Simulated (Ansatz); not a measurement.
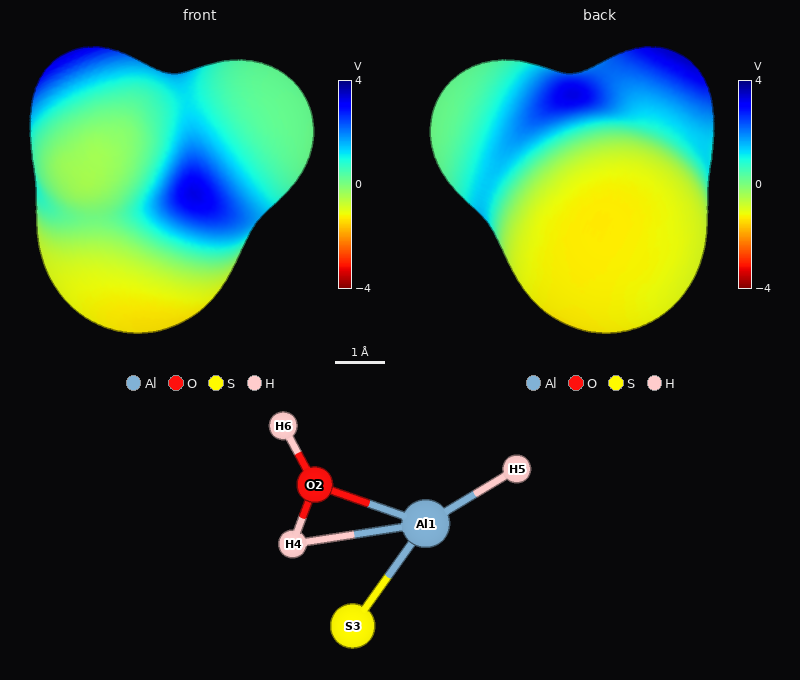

The picture shows: AlH3OS. The molecular electrostatic potential painted on the density surface at 0.002 e/bohr³, seen from the front and from behind; red is negative and blue positive. The bare structure is drawn below in the same view.

A transition-state structure; geometry: PBE0-D4/def2-TZVP.

The calculation used Ansatz 0.2.0, RKS PBE0-D4/def2-TZVPP.

```yaml
atoms:
  - { symbol: Al, position_ang: [-0.6517, 0.3761, -0.5058] }
  - { symbol: O, position_ang: [0.8050, 0.1644, 0.6205] }
  - { symbol: S, position_ang: [-0.2237, -1.4688, -1.3594] }
  - { symbol: H, position_ang: [0.7616, -0.8352, 0.0141] }
  - { symbol: H, position_ang: [-1.5093, 1.6806, -0.3490] }
  - { symbol: H, position_ang: [0.8180, 0.0829, 1.5795] }
```

Question: Which sites attract a positive test charge, and which a negative one?

Answer: A positive charge is drawn to the negative regions and a negative charge to the positive ones. The most negative region (about −1.3 V) lies over S3, the most positive (about +3.4 V) over H6.
